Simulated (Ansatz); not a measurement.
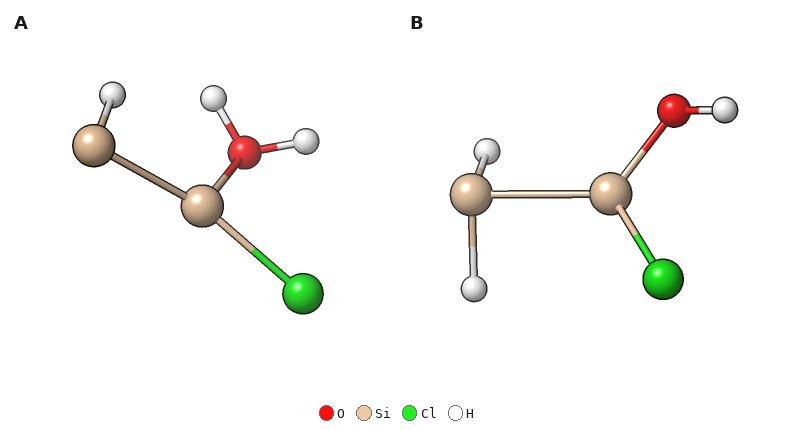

2 stationary structures of one formula. Geometries: PBE0-D4/def2-TZVP. Electronic energies: PBE0-D4/def2-TZVPP (Ansatz 0.2.0), without zero-point energy. No frequency run is at hand to confirm each as a minimum. Each is one conformer, not always the lowest.

Rank them by energy, lowest first.

B is lowest (C1); A lies 50.1 kcal/mol above it (C1).

Give E(B) − E(A) in kcal/mol at these levels too: PBE0-D4/def2-TZVP; PBE-D4/def2-TZVPP; B3LYP-D4/def2-TZVPP; ωB97M-V/def2-TZVPP; RHF-CCSD(T) (frozen core)/def2-TZVPP; PBE0-D4/def2-TZVPP; r2SCAN-D4/def2-TZVPP.

```json
{"level": "PBE0-D4/def2-TZVP", "E(B) − E(A) (kcal/mol)": "−51.0"}
{"level": "PBE-D4/def2-TZVPP", "E(B) − E(A) (kcal/mol)": "−47.8"}
{"level": "B3LYP-D4/def2-TZVPP", "E(B) − E(A) (kcal/mol)": "−53.0"}
{"level": "ωB97M-V/def2-TZVPP", "E(B) − E(A) (kcal/mol)": "−51.1"}
{"level": "RHF-CCSD(T) (frozen core)/def2-TZVPP", "E(B) − E(A) (kcal/mol)": "−50.3"}
{"level": "PBE0-D4/def2-TZVPP", "E(B) − E(A) (kcal/mol)": "−50.1"}
{"level": "r2SCAN-D4/def2-TZVPP", "E(B) − E(A) (kcal/mol)": "−51.9"}
```
